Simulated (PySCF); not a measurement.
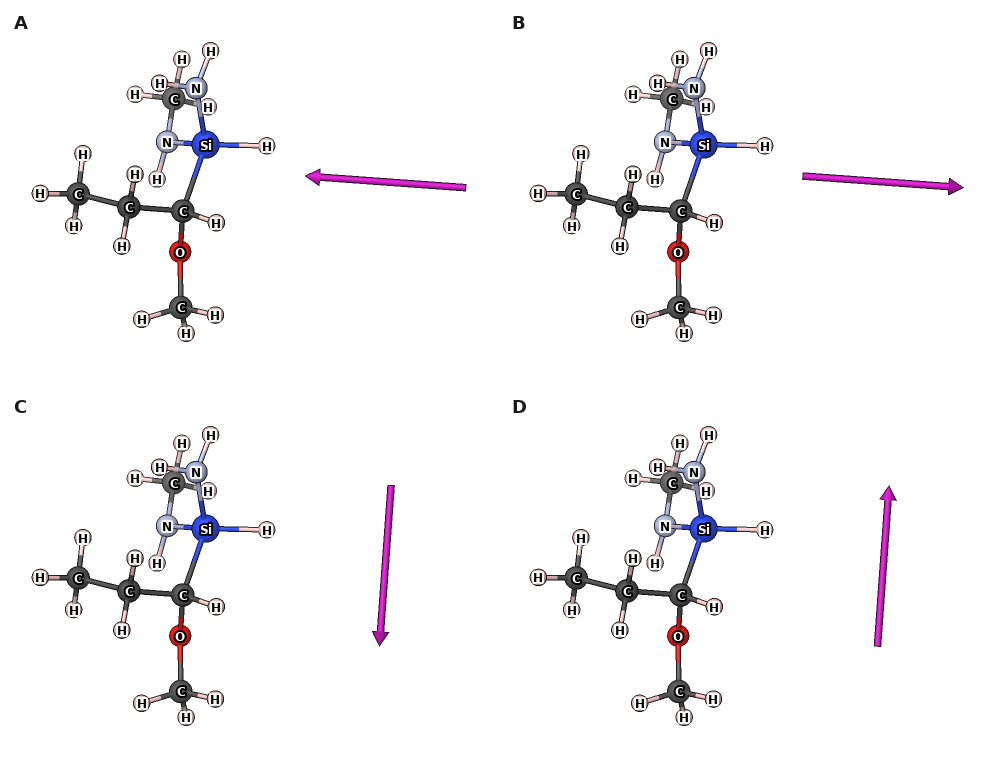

The same molecule four times, each with an arrow. The geometry was computed by an optimisation with GFN2-xTB. No frequency run is at hand to confirm it as a minimum. Level of theory: PBE0/pcSseg-1, gas phase (PySCF 2.14.0).

### Which arrow points along the dipole moment, from the negative to the positive end?

A. The dipole moment is 0.77 D.

The geometry is semi-empirical. Around Si such bond lengths and angles can be off by a tenth of an ångström or more and by several degrees, and values that hang on the shape move with them.
